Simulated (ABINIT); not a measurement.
# WS2 (Tungstenite): G0W0 with ABINIT, start to end, part 2 of 3

How does a plane-wave GW calculation on WS2 (Tungstenite) run from the first input to the gap?

ABINIT 10.8.3; PBE and many-body steps on it, plane waves. Known limits of the many-body steps: not at the basis limit; screening head approximate; coarse k mesh.

So far. Step 2 (Ground state): The gap is indirect, with the least direct gap 0.71 eV higher.

**3. Bands along the symmetry lines**

Level of this step: DFT, PBE with spin-orbit coupling, plane waves, norm-conserving pseudopotentials (ABINIT).

Levels along a band path, at the cheap level, show where the edges lie and whether the meshes to come will hold them.

run.abi

```
acell 3*1.0 Angstrom
rprim 
  3.153199999992 0.000000000002 0.000000000000
  -1.576599999998 2.730751303206 0.000000000000
  0.000000000000 0.000000000000 12.323000000000
ntypat 2
znucl 74 16
natom 6
typat 1 1 2 2 2 2
xred 
  0.333333333333 0.666666666667 0.250000000000
  0.666666666667 0.333333333333 0.750000000000
  0.333333333333 0.666666666667 0.622500000000
  0.666666666667 0.333333333333 0.122500000000
  0.333333333333 0.666666666667 0.877500000000
  0.666666666667 0.333333333333 0.377500000000
pp_dirpath "pseudos"
pseudos "W.upf, S.upf"
ecut 31
nspinor 2
iscf -2
irdden 1
kptopt 0
nkpt 39
kpt 
  0.00000000 0.00000000 0.00000000
  0.12500000 0.00000000 0.00000000
  0.25000000 0.00000000 0.00000000
  0.37500000 0.00000000 0.00000000
  0.50000000 0.00000000 0.00000000
  0.45833333 0.08333333 0.00000000
  0.41666666 0.16666666 0.00000000
  0.37500000 0.25000000 0.00000000
  0.33333333 0.33333333 0.00000000
  0.25000000 0.25000000 0.00000000
  0.16666666 0.16666666 0.00000000
  0.08333333 0.08333333 0.00000000
  0.00000000 0.00000000 0.00000000
  0.00000000 0.00000000 0.12500000
  0.00000000 0.00000000 0.25000000
  0.00000000 0.00000000 0.37500000
  0.00000000 0.00000000 0.50000000
  0.12500000 0.00000000 0.50000000
  0.25000000 0.00000000 0.50000000
  0.37500000 0.00000000 0.50000000
  0.50000000 0.00000000 0.50000000
  0.45833333 0.08333333 0.50000000
  0.41666666 0.16666666 0.50000000
  0.37500000 0.25000000 0.50000000
  0.33333333 0.33333333 0.50000000
  0.25000000 0.25000000 0.50000000
  0.16666666 0.16666666 0.50000000
  0.08333333 0.08333333 0.50000000
  0.00000000 0.00000000 0.50000000
  0.50000000 0.00000000 0.50000000
  0.50000000 0.00000000 0.37500000
  0.50000000 0.00000000 0.25000000
  0.50000000 0.00000000 0.12500000
  0.50000000 -0.00000000 0.00000000
  0.33333333 0.33333333 0.50000000
  0.33333333 0.33333333 0.37500000
  0.33333333 0.33333333 0.25000000
  0.33333333 0.33333333 0.12500000
  0.33333333 0.33333333 0.00000000
istwfk *1
nband 68
nbdbuf 6
tolwfr 1e-08
nstep 40
prtwf 0
prtvol 0
indata_prefix "in"
outdata_prefix "out"
tmpdata_prefix "tmp"
```

Command:

```sh
$ OMP_NUM_THREADS=1 mpirun -n 4 abinit run.abi > log
```

Numbers of over 12 decimals in the logs are rounded to 6 here.

The program printed:

```text
.Version 10.8.3 of ABINIT. v10.8.2 released Aug 2026.

 Symmetries : space group P6_3/m m c (#194); Bravais hP (primitive hexag.)
[... echo of the input left out ...]
== DATASET  1 ==================================================================
-   mpi_nproc: 4, omp_nthreads: 1 (-1 if OMP is not activated)

--- !DatasetInfo
iteration_state: {dtset: 1, }
dimensions: {natom: 6, nkpt: 39, mband: 68, nsppol: 1, nspinor: 2, nspden: 1, mpw: 5986, }
cutoff_energies: {ecut:  31.0, pawecutdg:  -1.0, }
electrons: {nelect:   5.20000000E+01, charge:   0.00000000E+00, occopt:   1.00000000E+00, tsmear:   1.00000000E-02, }

 Real(R)+Recip(G) space primitive vectors, cartesian coordinates (Bohr,Bohr^-1):
 R(1)=  5.9586844  0.0000000  0.0000000  G(1)=  0.1678223  0.0968922  0.0000000
 R(2)= -2.9793422  5.1603721  0.0000000  G(2)=  0.0000000  0.1937845  0.0000000
 R(3)=  0.0000000  0.0000000 23.2870950  G(3)=  0.0000000  0.0000000  0.0429422
 Unit cell volume ucvol=  7.1605555E+02 bohr^3
 Angles (23,13,12)=  9.00000000E+01  9.00000000E+01  1.20000000E+02 degrees

 getcut: wavevector=  0.0000  0.0000  0.0000  ngfft=  30  30 120
         ecut(hartree)=     31.000   => boxcut(ratio)=   2.01023

--- Pseudopotential description ------------------------------------------------
- W Generated using ONCVPSP code by D. R. Hamann
- 74.00000  14.00000  180416                  znucl, zion, pspdat
12 -101130 3 -1 1396                          pspcod,pspxc,lmax,lloc,mmax
     nproj     2     4     3     4
     spin-orbit psp
        nprojso     4     4     4
  pspatm : epsatm=   11.68472403
         --- l  ekb(1:nproj) -->
             0    1.841239   13.002951
             1    8.989828    1.410628    0.003697    0.000473
             2    4.465715    0.513051    0.002186
             3   51.939043    0.891205    0.007244    0.001949
  spin-orbit 1    0.931175   -0.397074    0.045096   -0.005317
  spin-orbit 2   -0.101391    0.093029    0.015072   -0.000042
  spin-orbit 3    7.288450   -0.052198    0.027487   -0.006945
 pspatm: atomic psp has been read  and splines computed

- S Generated using ONCVPSP code by D. R. Hamann
- 16.00000   6.00000  180416                  znucl, zion, pspdat
12 -101130 2 -1 1146                          pspcod,pspxc,lmax,lloc,mmax
     nproj     2     3     2     0
     spin-orbit psp
        nprojso     3     3     0
  pspatm : epsatm=    9.02154350
         --- l  ekb(1:nproj) -->
             0    0.574336    6.763597
             1    3.228904    0.888476    0.000329
             2   -3.547470   -0.986489
  spin-orbit 1    0.096764   -0.027776    0.009511
  spin-orbit 2    0.001615    0.000361   -0.000189
 pspatm: atomic psp has been read  and splines computed

--------------------------------------------------------------------------------

================================================================================
 prteigrs : about to open file out_EIG
[...]
4.8593E-01  4.8593E-01
[...]
Non-SCF case, kpt   38 (  0.33333  0.33333  0.12500), residuals and eigenvalues=
[...]
5.3923E-01  5.4048E-01
 Non-SCF case, kpt   39 (  0.33333  0.33333  0.00000), residuals and eigenvalues=
[...]
3.9741E-01  3.9741E-01  4.2646E-01  4.2646E-01  4.6217E-01  4.6217E-01
  4.7494E-01  4.7494E-01  4.8198E-01  4.8198E-01  5.3043E-01  5.3067E-01
  5.4157E-01  5.4454E-01

--- !ResultsGS
iteration_state: {dtset: 1, }
comment   : Summary of ground state results
lattice_vectors:
- [  5.9586844,   0.0000000,   0.0000000, ]
- [ -2.9793422,   5.1603721,   0.0000000, ]
- [  0.0000000,   0.0000000,  23.2870950, ]
lattice_lengths: [   5.95868,    5.95868,   23.28710, ]
lattice_angles: [ 90.000,  90.000, 120.000, ] # degrees, (23, 13, 12)
lattice_volume:   7.1605555E+02
convergence: {deltae:  0.000E+00, res2:  0.000E+00, residm:  9.981E-09, diffor:  0.000E+00, }
etotal    :  -1.96319348E+02
entropy   :   0.00000000E+00
fermie    :   3.50353833E-01
cartesian_stress_tensor: null
pressure_GPa: null
xred      :
- [  3.3333E-01,   6.6667E-01,   2.5000E-01,  W]
- [  6.6667E-01,   3.3333E-01,   7.5000E-01,  W]
- [  3.3333E-01,   6.6667E-01,   6.2250E-01,  S]
- [  6.6667E-01,   3.3333E-01,   1.2250E-01,  S]
- [  3.3333E-01,   6.6667E-01,   8.7750E-01,  S]
- [  6.6667E-01,   3.3333E-01,   3.7750E-01,  S]
cartesian_forces: null
force_length_stats: {min: null, max: null, mean: null, }

 Integrated electronic density in atomic spheres:
 ------------------------------------------------
 Atom  Sphere_radius  Integrated_density
[...]
================================================================================

 ----iterations are completed or convergence reached----

 Mean square residual over all n,k,spin=   54.453E-10; max=  99.814E-10
 reduced coordinates (array xred) for    6 atoms
[...]
0.333333333333      0.666666666667      0.877500000000
       0.666666666667      0.333333333333      0.377500000000

 cartesian coordinates (angstrom) at end:
[...]
length scales=  1.889726125908  1.889726125908  1.889726125908 bohr
              =  1.000000000000  1.000000000000  1.000000000000 angstroms
 prteigrs : about to open file out_EIG
 Eigenvalues (hartree) for nkpt=  39  k points:
 kpt#   1, nband= 68, wtk=  1.00000, kpt=  0.0000  0.0000  0.0000 (reduced coord)
[...]
kpt#   2, nband= 68, wtk=  1.00000, kpt=  0.1250  0.0000  0.0000 (reduced coord)
[...]
kpt#   3, nband= 68, wtk=  1.00000, kpt=  0.2500  0.0000  0.0000 (reduced coord)
[...]
kpt#  38, nband= 68, wtk=  1.00000, kpt=  0.3333  0.3333  0.1250 (reduced coord)
[...]
0.52958    0.53055    0.53923    0.54048
 kpt#  39, nband= 68, wtk=  1.00000, kpt=  0.3333  0.3333  0.0000 (reduced coord)
[...]
0.31791    0.31791    0.33508    0.33508    0.39568    0.39568    0.39741    0.39741
   0.42646    0.42646    0.46217    0.46217    0.47494    0.47494    0.48198    0.48198
   0.53043    0.53067    0.54157    0.54454

== END DATASET(S) ==============================================================
================================================================================

 -outvars: echo values of variables after computation  --------
            nband          68
             nkpt          39
          spgroup         194
 [... the other variables as echoed above ...]

 Calculation completed.
```

The job ended after 6.8 min (4 MPI ranks of Arm Neoverse V1, shared host; peak memory 0.8 GiB; 27 min of CPU time).

This step gave:

```yaml
gap: 0.9353 eV
k_of_the_valence_top: 0, 0, 0
k_of_the_conduction_bottom: 0.1667, 0.1667, 0
least_direct_gap: 1.649 eV
```

The gap is 0.935 eV, as in the run before at this level.

Electronic bands along the path, in eV, zero at the top of the highest filled band:

```csv
point,band 49,band 50,band 51,band 52,band 53,band 54,band 55,band 56
Γ,-1.20,-1.20,0.00,0.00,2.19,2.19,2.21,2.21
M,-1.59,-1.59,-1.51,-1.51,2.22,2.22,2.26,2.26
K,-0.88,-0.88,-0.42,-0.42,1.23,1.23,1.28,1.28
Γ,-1.20,-1.20,0.00,0.00,2.19,2.19,2.21,2.21
A,-0.32,-0.32,-0.32,-0.32,2.21,2.21,2.21,2.21
L,-1.56,-1.56,-1.56,-1.56,2.24,2.24,2.24,2.24
H,-0.87,-0.87,-0.46,-0.46,1.24,1.24,1.28,1.28
A,-0.32,-0.32,-0.32,-0.32,2.21,2.21,2.21,2.21
jump to L,-1.56,-1.56,-1.56,-1.56,2.24,2.24,2.24,2.24
M,-1.59,-1.59,-1.51,-1.51,2.22,2.22,2.26,2.26
jump to H,-0.87,-0.87,-0.46,-0.46,1.24,1.24,1.28,1.28
K,-0.88,-0.88,-0.42,-0.42,1.23,1.23,1.28,1.28
```

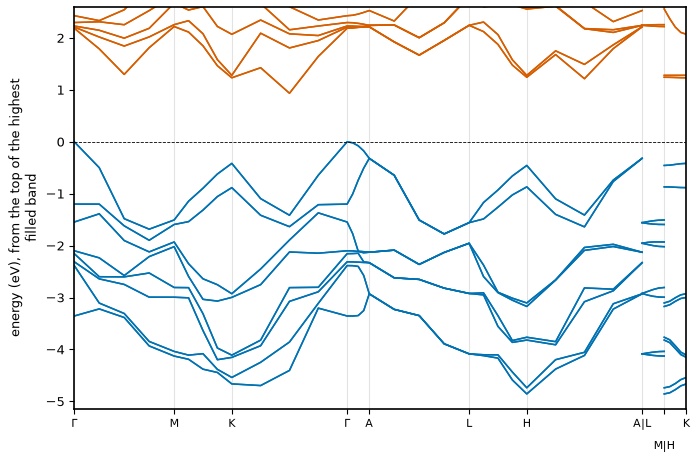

Electronic bands along the path; lines of filled and empty bands in two colours.

**4. Empty states on the mesh, 3×3×1 mesh, 266 bands**

The sums over transitions need many empty states on a uniform mesh; this step solves for them.

run.abi

```
acell 3*1.0 Angstrom
rprim 
  3.153199999992 0.000000000002 0.000000000000
  -1.576599999998 2.730751303206 0.000000000000
  0.000000000000 0.000000000000 12.323000000000
ntypat 2
znucl 74 16
natom 6
typat 1 1 2 2 2 2
xred 
  0.333333333333 0.666666666667 0.250000000000
  0.666666666667 0.333333333333 0.750000000000
  0.333333333333 0.666666666667 0.622500000000
  0.666666666667 0.333333333333 0.122500000000
  0.333333333333 0.666666666667 0.877500000000
  0.666666666667 0.333333333333 0.377500000000
pp_dirpath "pseudos"
pseudos "W.upf, S.upf"
ecut 31
nspinor 2
ngkpt 3 3 1
nshiftk 1
shiftk 0 0 0
kptopt 1
chksymbreak 0
iscf -2
irdden 1
istwfk *1
nband 266
nbdbuf 24
tolwfr 1e-09
nstep 60
prtvol 0
indata_prefix "in"
outdata_prefix "out"
tmpdata_prefix "tmp"
```

Command:

```sh
$ OMP_NUM_THREADS=1 mpirun -n 3 abinit run.abi > log
```

The program printed:

```text
.Version 10.8.3 of ABINIT. v10.8.2 released Aug 2026.

 Symmetries : space group P6_3/m m c (#194); Bravais hP (primitive hexag.)
[... echo of the input left out ...]
== DATASET  1 ==================================================================
-   mpi_nproc: 3, omp_nthreads: 1 (-1 if OMP is not activated)

--- !DatasetInfo
iteration_state: {dtset: 1, }
dimensions: {natom: 6, nkpt: 3, mband: 266, nsppol: 1, nspinor: 2, nspden: 1, mpw: 5917, }
cutoff_energies: {ecut:  31.0, pawecutdg:  -1.0, }
electrons: {nelect:   5.20000000E+01, charge:   0.00000000E+00, occopt:   1.00000000E+00, tsmear:   1.00000000E-02, }

 Real(R)+Recip(G) space primitive vectors, cartesian coordinates (Bohr,Bohr^-1):
 R(1)=  5.9586844  0.0000000  0.0000000  G(1)=  0.1678223  0.0968922  0.0000000
 R(2)= -2.9793422  5.1603721  0.0000000  G(2)=  0.0000000  0.1937845  0.0000000
 R(3)=  0.0000000  0.0000000 23.2870950  G(3)=  0.0000000  0.0000000  0.0429422
 Unit cell volume ucvol=  7.1605555E+02 bohr^3
 Angles (23,13,12)=  9.00000000E+01  9.00000000E+01  1.20000000E+02 degrees

 getcut: wavevector=  0.0000  0.0000  0.0000  ngfft=  30  30 120
         ecut(hartree)=     31.000   => boxcut(ratio)=   2.01023

--- Pseudopotential description ------------------------------------------------
- W Generated using ONCVPSP code by D. R. Hamann
- 74.00000  14.00000  180416                  znucl, zion, pspdat
12 -101130 3 -1 1396                          pspcod,pspxc,lmax,lloc,mmax
     nproj     2     4     3     4
     spin-orbit psp
        nprojso     4     4     4
  pspatm : epsatm=   11.68472403
         --- l  ekb(1:nproj) -->
             0    1.841239   13.002951
             1    8.989828    1.410628    0.003697    0.000473
             2    4.465715    0.513051    0.002186
             3   51.939043    0.891205    0.007244    0.001949
  spin-orbit 1    0.931175   -0.397074    0.045096   -0.005317
  spin-orbit 2   -0.101391    0.093029    0.015072   -0.000042
  spin-orbit 3    7.288450   -0.052198    0.027487   -0.006945
 pspatm: atomic psp has been read  and splines computed

- S Generated using ONCVPSP code by D. R. Hamann
- 16.00000   6.00000  180416                  znucl, zion, pspdat
12 -101130 2 -1 1146                          pspcod,pspxc,lmax,lloc,mmax
     nproj     2     3     2     0
     spin-orbit psp
        nprojso     3     3     0
  pspatm : epsatm=    9.02154350
         --- l  ekb(1:nproj) -->
             0    0.574336    6.763597
             1    3.228904    0.888476    0.000329
             2   -3.547470   -0.986489
  spin-orbit 1    0.096764   -0.027776    0.009511
  spin-orbit 2    0.001615    0.000361   -0.000189
 pspatm: atomic psp has been read  and splines computed

--------------------------------------------------------------------------------

================================================================================
 prteigrs : about to open file out_EIG
[...]
4.91E-10  9.11E-10  5.45E-10  8.41E-10  4.64E-10  6.63E-10  5.37E-10  6.35E-10
  5.23E-10  5.78E-10  4.29E-10  5.15E-10  3.81E-10  4.85E-10  4.24E-10  5.73E-10
  2.56E-10  3.31E-10  2.26E-10  3.25E-10  2.62E-10  4.26E-10  2.62E-10  3.98E-10
[...]
3.53E-06  1.47E-05
 -2.3843E+00 -2.3843E+00 -2.3843E+00 -2.3843E+00 -1.3326E+00 -1.3326E+00
 -1.3326E+00 -1.3326E+00 -9.7596E-01 -9.7596E-01 -9.7595E-01 -9.7595E-01
 -9.6952E-01 -9.6952E-01 -9.6952E-01 -9.6952E-01 -2.2512E-01 -2.2512E-01
[...]
2.0463E+00  2.0463E+00  2.0477E+00  2.0477E+00  2.0534E+00  2.0534E+00
  2.0557E+00  2.0557E+00  2.0609E+00  2.0609E+00  2.0705E+00  2.0705E+00
  2.1009E+00  2.1009E+00
 prteigrs : prtvol=0 or 1, do not print more k-points.

--- !ResultsGS
iteration_state: {dtset: 1, }
comment   : Summary of ground state results
lattice_vectors:
- [  5.9586844,   0.0000000,   0.0000000, ]
- [ -2.9793422,   5.1603721,   0.0000000, ]
- [  0.0000000,   0.0000000,  23.2870950, ]
lattice_lengths: [   5.95868,    5.95868,   23.28710, ]
lattice_angles: [ 90.000,  90.000, 120.000, ] # degrees, (23, 13, 12)
lattice_volume:   7.1605555E+02
convergence: {deltae:  0.000E+00, res2:  0.000E+00, residm:  9.929E-10, diffor:  0.000E+00, }
etotal    :  -1.96319348E+02
entropy   :   0.00000000E+00
fermie    :   3.50353833E-01
cartesian_stress_tensor: null
pressure_GPa: null
xred      :
- [  3.3333E-01,   6.6667E-01,   2.5000E-01,  W]
- [  6.6667E-01,   3.3333E-01,   7.5000E-01,  W]
- [  3.3333E-01,   6.6667E-01,   6.2250E-01,  S]
- [  6.6667E-01,   3.3333E-01,   1.2250E-01,  S]
- [  3.3333E-01,   6.6667E-01,   8.7750E-01,  S]
- [  6.6667E-01,   3.3333E-01,   3.7750E-01,  S]
cartesian_forces: null
force_length_stats: {min: null, max: null, mean: null, }

 Integrated electronic density in atomic spheres:
 ------------------------------------------------
 Atom  Sphere_radius  Integrated_density
[...]
================================================================================

 ----iterations are completed or convergence reached----

 Mean square residual over all n,k,spin=   49.448E-11; max=  99.291E-11
 reduced coordinates (array xred) for    6 atoms
[...]
0.333333333333      0.666666666667      0.877500000000
       0.666666666667      0.333333333333      0.377500000000

 cartesian coordinates (angstrom) at end:
    1     -1.33e-12     1.820501     3.080750
[...]
5     -1.33e-12     1.820501    10.813432
    6      1.576600     0.910250     4.651933
 length scales=  1.889726125908  1.889726125908  1.889726125908 bohr
              =  1.000000000000  1.000000000000  1.000000000000 angstroms
 prteigrs : about to open file out_EIG
 Eigenvalues (hartree) for nkpt=   3  k points:
 kpt#   1, nband=266, wtk=  0.11111, kpt=  0.0000  0.0000  0.0000 (reduced coord)
[...]
2.02284    2.02284    2.04081    2.04081    2.04631    2.04631    2.04769    2.04769
   2.05341    2.05342    2.05567    2.05567    2.06091    2.06091    2.07054    2.07054
   2.10088    2.10089
 prteigrs : prtvol=0 or 1, do not print more k-points.

== END DATASET(S) ==============================================================
================================================================================

 -outvars: echo values of variables after computation  --------
            nband         266
             nkpt           3
          spgroup         194
 [... the other variables as echoed above ...]

 Calculation completed.
```

Run time: 4.6 min. Hardware: 3 MPI ranks; peak memory 0.42 GiB.

Numbers from this step:

- gap: 1.233 eV
- k of the valence top: 0, 0, 0
- k of the conduction bottom: 0.3333, 0.3333, 0
- least direct gap: 1.649 eV
- k points computed: 3
- lowest point of the top converged band, above the valence top: 42.55 eV

On this mesh the gap is 1.233 eV. The earlier step found 0.935 eV, so this mesh misses an edge.

**5. Screening, 3×3×1 mesh, 242 bands, screening to 119.7 eV**

The RPA dielectric matrix is built and inverted for each q.

This step: RPA screening on PBE with spin-orbit coupling, plane waves, norm-conserving pseudopotentials.

run.abi, as its differences from that of step 4:

```diff
@@ -25,10 +25,11 @@
 chksymbreak 0
-iscf -2
-irdden 1
 istwfk *1
-nband 266
-nbdbuf 24
-tolwfr 1e-09
-nstep 60
-prtvol 0
+occopt 1
+irdwfk 1
+optdriver 3
+nband 242
+ecuteps 4.4
+inclvkb 0
+awtr 1
+symchi 1
 indata_prefix "in"
```

Command:

```sh
$ OMP_NUM_THREADS=1 mpirun -n 4 abinit run.abi > log
```

The program printed:

```text
.Version 10.8.3 of ABINIT. v10.8.2 released Aug 2026.

 Symmetries : space group P6_3/m m c (#194); Bravais hP (primitive hexag.)
[... echo of the input left out ...]
== DATASET  1 ==================================================================
-   mpi_nproc: 4, omp_nthreads: 1 (-1 if OMP is not activated)

--- !DatasetInfo
iteration_state: {dtset: 1, }
dimensions: {natom: 6, nkpt: 3, mband: 242, nsppol: 1, nspinor: 2, nspden: 1, mpw: 5917, }
cutoff_energies: {ecut:  31.0, pawecutdg:  -1.0, }
electrons: {nelect:   5.20000000E+01, charge:   0.00000000E+00, occopt:   1.00000000E+00, tsmear:   1.00000000E-02, }

 SCREENING: Calculation of the susceptibility and dielectric matrices

 Based on a program developped by R.W. Godby, V. Olevano, G. Onida, and L. Reining.
 Incorporated in ABINIT by V. Olevano, G.-M. Rignanese, and M. Torrent.
.Using double precision arithmetic ; gwpc =  8

[... cell and pseudopotentials left out ...]
--------------------------------------------------------------------------------

 ==== K-mesh for the wavefunctions ====
 Number of points in the irreducible wedge :     3
[... list of points left out ...]
 Together with 24 symmetry operations and time-reversal symmetry
 yields     9 points in the full Brillouin Zone.

 ==== Q-mesh for the screening function ====
 Number of points in the irreducible wedge :     3
[... list of points left out ...]
 Together with 24 symmetry operations and time-reversal symmetry
 yields     9 points in the full Brillouin Zone.

 setmesh: FFT mesh size selected  =    20x   20x   90
          total number of points  =        36000

 vcoul_init : cutoff-mode = AUXILIARY_FUNCTION
 q-points for optical limit:   1
     1)      0.000010    0.000020    0.000030

- screening: taking advantage of time-reversal symmetry
- Maximum band index for partially occupied states nbvw = 52
- Remaining bands to be divided among processors   nbcw = 190
- Number of bands treated by each node ~47

 Number of electrons calculated from density =   52.0000; Expected =   52.0000
 average of density, n =  0.072620
 r_s =    1.4869
 omega_plasma =   25.9946 [eV]

 calculating chi0 at frequencies [eV] :
  1    0.000000E+00    0.000000E+00
  2    0.000000E+00    2.599465E+01

--------------------------------------------------------------------------------
  q-point number  1        q = ( 0.000000, 0.000000, 0.000000) [r.l.u.]
--------------------------------------------------------------------------------
[... chi0 elements left out ...]
 For q-point:  0.000010 0.000020 0.000030
  dielectric constant =  18.9811
  dielectric constant without local fields =  21.3430

  Average fulfillment of the sum rule on Im[epsilon] for q-point    1 :     76.33  [%]
[... wings left out ...]
  q-point number  2        q = ( 0.333333, 0.000000, 0.000000) [r.l.u.]
--------------------------------------------------------------------------------
[... chi0 elements left out ...]
  Average fulfillment of the sum rule on Im[epsilon] for q-point    2 :     71.59  [%]

 [... 1 further q-points ...]
```

It took 65 s on 4 MPI ranks; peak memory 1.8 GiB.

This step gave:

* ε∞ with local fields, on this mesh, along the program's q direction: 18.98
* the same without local fields: 21.34
* plasma frequency: 25.99 eV
* plane waves in the screening matrix: 315

Local fields lower ε∞ by 11 %. On a Γ-centred mesh this coarse the value itself is usually too large, while a short band sum pulls it down.

[end of part 2 of 3]

[Paths, hosts, dates, memory and timing lines, banners, echoed tables and standing remarks are left out of the program output.]

[Logs are printed without paths, hosts, clocks, repeated set-up lines and the standing remarks that a program may print on its own settings, such as how far it seeks lower states.]

[Runs of the session that timed out or met a known fault of the program may be left out.]

[Hosts, paths, dates, database ids (printed as entryN), source tags and the programs' standing remarks are cut or masked in the printed files.]

[G0W0 gaps are taken among the corrected bands and points alone; a level outside them can change the order at an edge.]

[Where Ansatz stands beside ABINIT at settings called matched, ABINIT's density can come from a denser mesh and the files from another edition; pairs whose starting gaps differed by over 0.03 eV were left out, so agreement reads better than it is.]
